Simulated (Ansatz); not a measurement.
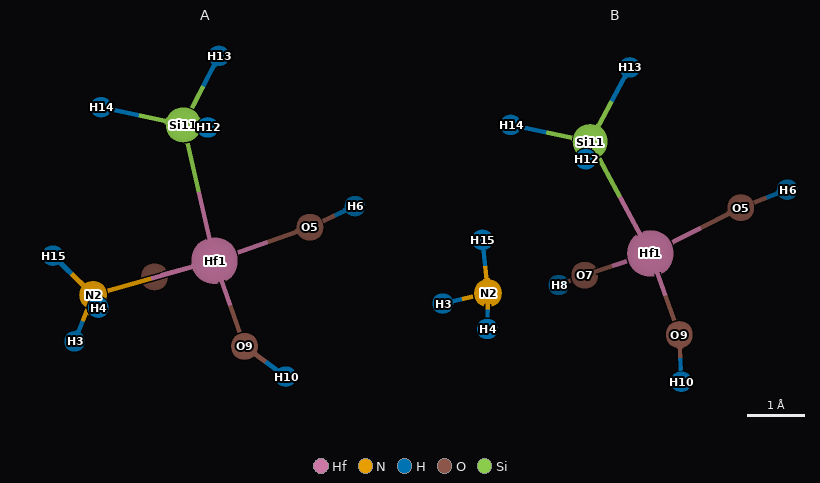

Two geometries of HfSiNH9O3, drawn at one scale. One is the start of a relaxation, the other its converged end. Style: ball-and-stick. Shown at a tilt.

Computed with RHF/def2-SVP in Ansatz 0.2.0. (no spin polarisation; force threshold 0.03 eV/Å; at most 50 steps)

> Which one is relaxed?

Structure A is the relaxed one. The run prepares an end point of a later path (reaction) calculation, from a guessed geometry. H3 moves most after the best rigid fit: 1.05 Å. Largest moves by element: H 1.05 Å, O 0.55 Å, Hf 0.53 Å, N 0.47 Å, Si 0.39 Å. Some distances before and after: Hf1–H3 3.954 → 2.932 Å, Hf1–H4 4.012 → 2.995 Å, Hf1–N2 3.399 → 2.468 Å, Hf1–H15 3.615 → 3.029 Å. New bonds form, among them: Hf1–N2 (3.40 → 2.47 Å). Bond angles that change, for instance: Hf1–O7–H8 172.3° → 145.0°, Hf1–O9–H10 161.7° → 143.1°, O7–Hf1–Si11 108.3° → 115.2°. Groups turn about Hf1–Si11 by about 20°. After 25 accepted moves (31 points after the start) the energy has fallen by 15.8 kcal/mol. The largest force component goes from 1.1 to 0.012 eV/Å. The line search rejected the trial steps at points 11, 13, 20, 21, 26, 27 of the run. The forces were under the threshold at step 14, but the run went on from there.

Limits of the set-up: the start holds two separate molecules, 2.3 Å apart at their closest, whose relative position is a soft coordinate and is computed without a dispersion correction; Hartree-Fock leaves out electron correlation.
